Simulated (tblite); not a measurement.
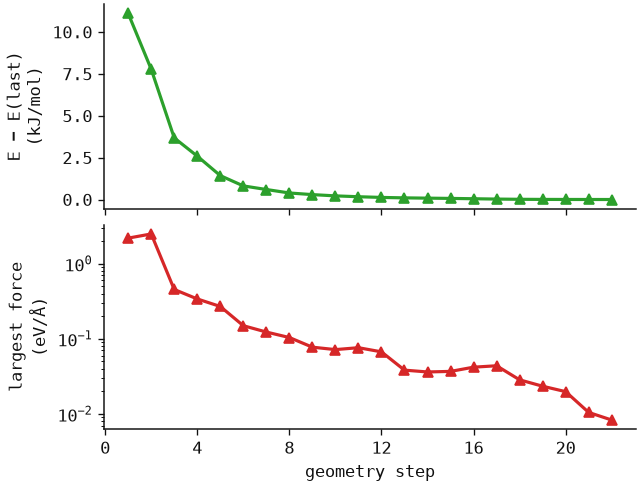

History of a geometry optimisation. C8H7FO (SMILES Cc1ccccc1C(=O)F); GFN2-xTB geometry optimisation, gas phase (tblite).

The optimisation met its thresholds at geometry 22, counting the start as the first. The energy fell by about 11 kJ/mol from the first step to the last. The largest force goes from about 2.2 eV/Å at the start to 8 × 10⁻³ eV/Å at the end.
